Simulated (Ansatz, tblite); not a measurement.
# The cluster In₅Sn₅−: a ladder of methods and basis sets

Aim: run the singlet of the cluster In₅Sn₅− at one geometry on many levels, and compare frontier levels, spin and run time.

Program: Ansatz 0.2.0, Gaussian basis. Level of theory: as each input shows. These are calculated values, not measurements.

Plan: GFN1-xTB, PBE-D4/def2-SVP, r2SCAN-D4/def2-SVP, PBE-D4/def2-SVPD, PBE0-D4/def2-SVPD, RPA/def2-SVPD.

8 further runs of the same task are left out: 7 that didn't finish, 1 set aside as unsound or not needed. Runs told in other sessions of the task aren't counted.

## Step 1: The relaxed structure

The singlet was relaxed beforehand with PBE-D4/def2-SVP. At that level it is the lowest of the isomers that a small search found.

10 atoms, charge -1, spin multiplicity 1.

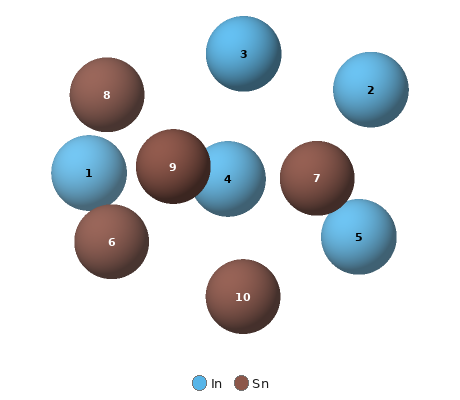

The geometry (indium blue, tin brown); atoms are numbered from 1 in the order of the file.

In, Sn take a core potential in the def2 sets. No spin-orbit coupling is included. The ion is computed in the gas phase, without counter-ions or solvent.

PBE0-D4/def2-SVP was run before; its log isn't repeated, and its numbers join the tables.

## Step 2: GFN1-xTB

Tight binding, by tblite at 300 K electronic temperature and without a spin-polarisation term:

```python
tblite.interface.Calculator('GFN1-xTB', numbers, positions, charge=-1, uhf=0).singlepoint()
```

Energy -562.4897 eV, HOMO -4.04 eV, LUMO -3.51 eV; 0.023 s.

## Step 3: PBE-D4/def2-SVP

start.molden holds the orbitals of an earlier run on this state, given as this run's starting guess.

in.yaml

```yaml
crystal:
  periodic: [false, false, false]
  atoms:
    - {symbol: In, position_ang: [0.836079, -4.893436, -2.844120]}
    - {symbol: In, position_ang: [1.709957, 1.299067, -2.127512]}
    - {symbol: In, position_ang: [-0.253779, -0.455165, -0.731516]}
    - {symbol: In, position_ang: [2.087787, -2.191560, -2.022263]}
    - {symbol: In, position_ang: [4.343982, -0.318024, -2.122489]}
    - {symbol: Sn, position_ang: [1.969384, -4.523134, 0.120021]}
    - {symbol: Sn, position_ang: [2.568541, -0.000914, 0.554463]}
    - {symbol: Sn, position_ang: [-0.728300, -3.354160, -0.551408]}
    - {symbol: Sn, position_ang: [0.912676, -2.307213, 1.874365]}
    - {symbol: Sn, position_ang: [4.104274, -2.491561, 0.609459]}
basis:
  gaussian: {orbitals: def2-SVP, initial_orbitals: start.molden}
total_charge: -1
hamiltonian: {xc: pbe, dispersion: d4}
scf: {omitted_lower_state_checks: [starts]}
output: {orbitals: {seedname: orbitals}}
```

On the command line:

```sh
$ ansatz run in.yaml --threads 4 --pin off --events-out ev --progress --plain --max-ram 6963MiB
```

The program printed:

```text
Functional definition: PBE
  name "PBE"
  cite "Perdew, Burke & Ernzerhof, Phys. Rev. Lett. 77, 3865 (1996) doi:10.1103/PhysRevLett.77.3865"
  parent pbe
  parameter kappa = 0.804
  parameter beta = 0.06672455060314922
  exchange = pbe_x(kappa = kappa, mu = beta*pi^2/3)
  correlation = pbe_c(beta = beta)
these checks for a lower state are left out or cut short: starts
3035 factors; their error is unknown
mean field evaluation 1: about -55040.1085 eV, gradient 8.4e0 eV
mean field evaluation 2: about -55040.3672 eV, gradient 2.5e-1 eV
mean field evaluation 4: about -55040.3501 eV, gradient 1.7e-3 eV
mean field -55040.35008343 eV, -2022.6955578767 hartree, gradient 1.5e-5 eV, S^2 0.000000; 0 other end points of the search recorded, 0 dependent functions left out
reference -55040.35012647 eV, -2022.6955594586 hartree; 108, 108 occupied and 152, 152 virtual orbitals, 3035 factors
Total energy: -55041.46624838 eV, -2022.7365761821 hartree
Checks for a lower state left out: starts
```

Wall time 11 s (4 threads of Arm Neoverse V1, shared host); peak memory 0.74 GiB.

HOMO -1.11 eV, LUMO -0.31 eV.

## Step 4: r2SCAN-D4/def2-SVP

Changes to in.yaml since step 3:

```diff
@@ -16,3 +16,3 @@
 total_charge: -1
-hamiltonian: {xc: pbe, dispersion: d4}
+hamiltonian: {xc: r2scan, dispersion: d4}
 scf: {omitted_lower_state_checks: [starts]}
```

The command is unchanged.

The program printed:

```text
Functional definition: r2SCAN
  name "r2SCAN"
  cite "Furness, Kaplan, Ning, Perdew & Sun, J. Phys. Chem. Lett. 11, 8208 (2020) doi:10.1021/acs.jpclett.0c02405"
  cite "Furness, Kaplan, Ning, Perdew & Sun, J. Phys. Chem. Lett. 11, 9248 (2020) doi:10.1021/acs.jpclett.0c03077"
  parent r2scan
  parameter k0 = 0.174
  parameter k1 = 0.065
  parameter a1 = 4.9479
  exchange = r2scan_x(k0 = k0, k1 = k1, a1 = a1)
  correlation = r2scan_c
these checks for a lower state are left out or cut short: starts
3035 factors; their error is unknown
mean field evaluation 1: about -55059.9660 eV, gradient 6.5e0 eV
mean field evaluation 2: about -55060.0895 eV, gradient 1.2e-1 eV
mean field evaluation 4: about -55060.0837 eV, gradient 3.1e-4 eV
mean field -55060.08370656 eV, -2023.4207551510 hartree, gradient 1.6e-5 eV, S^2 0.000000; 0 other end points of the search recorded, 0 dependent functions left out
reference -55060.08371930 eV, -2023.4207556192 hartree; 108, 108 occupied and 152, 152 virtual orbitals, 3035 factors
Total energy: -55060.29737734 eV, -2023.4286074071 hartree
Checks for a lower state left out: starts
```

Wall time 27 s (4 threads of Arm Neoverse V1, shared host); peak memory 0.83 GiB.

From the report: HOMO -1.30 eV, LUMO -0.38 eV.

## Step 5: PBE-D4/def2-SVPD

Changes to in.yaml since step 4:

```diff
@@ -14,5 +14,5 @@
 basis:
-  gaussian: {orbitals: def2-SVP, initial_orbitals: start.molden}
+  gaussian: {orbitals: def2-SVPD, initial_orbitals: start.molden}
 total_charge: -1
-hamiltonian: {xc: r2scan, dispersion: d4}
+hamiltonian: {xc: pbe, dispersion: d4}
 scf: {omitted_lower_state_checks: [starts]}
```

Same command.

The program printed:

```text
Functional definition: PBE
  name "PBE"
  cite "Perdew, Burke & Ernzerhof, Phys. Rev. Lett. 77, 3865 (1996) doi:10.1103/PhysRevLett.77.3865"
  parent pbe
  parameter kappa = 0.804
  parameter beta = 0.06672455060314922
  exchange = pbe_x(kappa = kappa, mu = beta*pi^2/3)
  correlation = pbe_c(beta = beta)
these checks for a lower state are left out or cut short: starts
3530 factors; their error is unknown
mean field evaluation 1: about -55040.1155 eV, gradient 9.8e0 eV
mean field evaluation 2: about -55040.4757 eV, gradient 3.4e-1 eV
mean field evaluation 4: about -55040.4524 eV, gradient 1.2e-1 eV
mean field -55040.45248139 eV, -2022.6993209324 hartree, gradient 4.4e-5 eV, S^2 0.000000; 0 other end points of the search recorded, 0 dependent functions left out
reference -55040.45253452 eV, -2022.6993228848 hartree; 108, 108 occupied and 212, 212 virtual orbitals, 3530 factors
Total energy: -55041.56865642 eV, -2022.7403396083 hartree
Checks for a lower state left out: starts
```

It took 18 s on 4 threads of Arm Neoverse V1, shared host; peak memory 1.1 GiB.

From the report: HOMO -1.15 eV, LUMO -0.35 eV.

## Step 6: PBE0-D4/def2-SVPD

Changes to in.yaml since step 5:

```diff
@@ -16,3 +16,3 @@
 total_charge: -1
-hamiltonian: {xc: pbe, dispersion: d4}
+hamiltonian: {xc: pbe0, dispersion: d4}
 scf: {omitted_lower_state_checks: [starts]}
```

Launched as before.

The program printed:

```text
Functional definition: PBE0
  name "PBE0"
  cite "Adamo & Barone, J. Chem. Phys. 110, 6158 (1999) doi:10.1063/1.478522"
  cite "Perdew, Burke & Ernzerhof, Phys. Rev. Lett. 77, 3865 (1996) doi:10.1103/PhysRevLett.77.3865"
  parent pbe
  parameter a = 0.25
  parameter kappa = 0.804
  parameter beta = 0.06672455060314922
  exchange = (1 - a)*pbe_x(kappa = kappa, mu = beta*pi^2/3) + a*exact_x
  correlation = pbe_c(beta = beta)
these checks for a lower state are left out or cut short: starts
4260 factors; integrals over basis functions are off by at most 2.3e-4 eV
mean field evaluation 1: about -55040.4160 eV, gradient 3.9e0 eV
mean field evaluation 2: about -55040.5049 eV, gradient 9.1e-2 eV
mean field evaluation 4: about -55040.5114 eV, gradient 2.2e-4 eV
mean field -55040.51139948 eV, -2022.7014861323 hartree, gradient 2.9e-5 eV, S^2 0.000000; 0 other end points of the search recorded, 0 dependent functions left out
reference -55040.51143974 eV, -2022.7014876118 hartree; 108, 108 occupied and 212, 212 virtual orbitals, 4260 factors
Total energy: -55041.50599417 eV, -2022.7380368129 hartree
Checks for a lower state left out: starts
```

Run time: 56 s. Hardware: 4 threads of Arm Neoverse V1, shared host; peak memory 3.2 GiB.

HOMO -1.72 eV, LUMO 0.06 eV.

## Step 7: RPA/def2-SVPD

Changes to in.yaml since step 6:

```diff
@@ -16,4 +16,4 @@
 total_charge: -1
-hamiltonian: {xc: pbe0, dispersion: d4}
+hamiltonian: {xc: pbe}
+correlation: {method: rpa}
 scf: {omitted_lower_state_checks: [starts]}
-output: {orbitals: {seedname: orbitals}}
```

Same command.

The program printed:

```text
Functional definition: PBE
  name "PBE"
  cite "Perdew, Burke & Ernzerhof, Phys. Rev. Lett. 77, 3865 (1996) doi:10.1103/PhysRevLett.77.3865"
  parent pbe
  parameter kappa = 0.804
  parameter beta = 0.06672455060314922
  exchange = pbe_x(kappa = kappa, mu = beta*pi^2/3)
  correlation = pbe_c(beta = beta)
these checks for a lower state are left out or cut short: starts
4260 factors; integrals over basis functions are off by at most 2.3e-4 eV
mean field evaluation 1: about -55040.0918 eV, gradient 9.7e0 eV
mean field evaluation 2: about -55040.4522 eV, gradient 3.4e-1 eV
mean field evaluation 4: about -55040.4525 eV, gradient 2.3e-3 eV
mean field evaluation 8: about -55040.4525 eV, gradient 1.9e-6 eV
mean field -55040.45246080 eV, -2022.6993201759 hartree, gradient 1.8e-6 eV, S^2 0.000000; 0 other end points of the search recorded, 0 dependent functions left out
40 core orbitals not correlated: weight in the atoms' cores, before any rotation towards them, 1.000 or more for the frozen orbitals, at most 0.000 for the correlated occupied ones
reference -54775.70854971 eV, -2012.9701608932 hartree; 68, 68 occupied and 212, 212 virtual orbitals, 4260 factors
Total energy: -54820.62175050 eV, -2014.6206905788 hartree
Checks for a lower state left out: starts
```

It took 87 s on 4 threads of Arm Neoverse V1, shared host; peak memory 3.3 GiB.

## Step 8: Levels side by side

```csv
level,functions,HOMO (eV),LUMO (eV),gap (eV),time
PBE-D4/def2-SVP,260,-1.11,-0.31,0.80,11 s
PBE-D4/def2-SVPD,320,-1.15,-0.35,0.80,18 s
r2SCAN-D4/def2-SVP,260,-1.30,-0.38,0.92,27 s
PBE0-D4/def2-SVP,260,-1.71,0.07,1.78,49 s
PBE0-D4/def2-SVPD,320,-1.72,0.06,1.78,56 s
```

## Step 9: Outcome

```
                                                quantity                                value
gap in def2-SVP, named functionals, smallest and largest  0.80 eV (PBE-D4), 1.78 eV (PBE0-D4)
         PBE0 total energy, smallest basis above largest        0.09 eV (def2-SVP, def2-SVPD)
```

What this shows: Orbital gaps of the named functionals in def2-SVP span 0.80 eV (PBE-D4) to 1.78 eV (PBE0-D4); exact exchange widens it.

The slowest run with a step of its own, RPA/def2-SVPD, took 87 s; the quickest functional in def2-SVP took 11 s (shared host).
